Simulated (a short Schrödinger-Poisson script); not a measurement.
Stack: MOS inversion layer, SiO2 on p-type InP, at 300 K.

| layer | material | thickness (nm) | Na (cm⁻³) |
|---|---|---|---|
| 1 | SiO2 | 1.8 | - |
| 2 | InP | 450 | 1.1e18 |

The device is made up for the run: typed textbook-type constants, with dimensions and the other settings drawn at random. SiO2: permittivity 3.9, conduction-band edge (eV) 3.48, gap (eV) 9, electron mass (mₑ) 0.5. InP: permittivity 12.5, conduction-band edge (eV) 0, gap (eV) 1.344, Nv at 300 K (cm⁻³) 1.1e19.

Channel valleys (confinement mass, in-plane density-of-states mass, number): Γ 0.08, 0.08, 1. At the gate the conduction-band edge of layer 1 lies 3.75 eV − eVg above the Fermi level of the channel; the field vanishes at the back. Gaps are held at their typed values at every temperature. Mesh 0.03 nm at interfaces.

Solved with a short Schrödinger-Poisson script written for these runs: 1D Poisson equation in equilibrium, electrons quantum, Hartree (BenDaniel-Duke, 12 states a valley, the channel's in-plane mass for all, wave functions ending at the dielectric), parabolic valleys, classical holes, full ionisation, no traps, pinning or gate leakage.

Only gate voltages with over 1e8 electrons/cm² are shown.

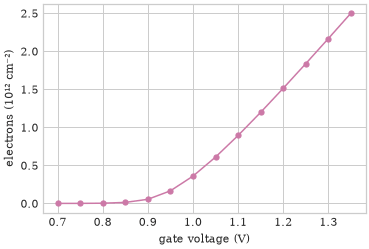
Figure: Sheet density against gate voltage

```
Vg (V)  electrons (cm⁻²)  C (μF/cm²)  Γ E0 (meV)  Γ E1 (meV)
------  ----------------  ----------  ----------  ----------
0.7               1.24e8       0.239       228.7       429.7
0.75              5.94e8       0.237       188.3       391.9
0.8               2.83e9       0.243       147.8       354.1
0.85             1.31e10       0.281       108.0       316.8
0.9              5.39e10       0.411        70.9       282.1
0.95             1.65e11       0.634        40.3       253.9
1                3.58e11       0.823        17.2       233.2
1.05             6.09e11       0.938        -0.6       217.7
1.1              8.93e11        1.01       -15.3       205.2
1.15             1.20e12        1.05       -28.4       194.4
1.2              1.51e12        1.07       -40.3       184.7
1.25             1.84e12        1.09       -51.7       175.5
1.3              2.17e12        1.10       -62.6       166.7
1.35             2.50e12        1.11       -73.3       158.2
```

Subbands count from the Fermi level.
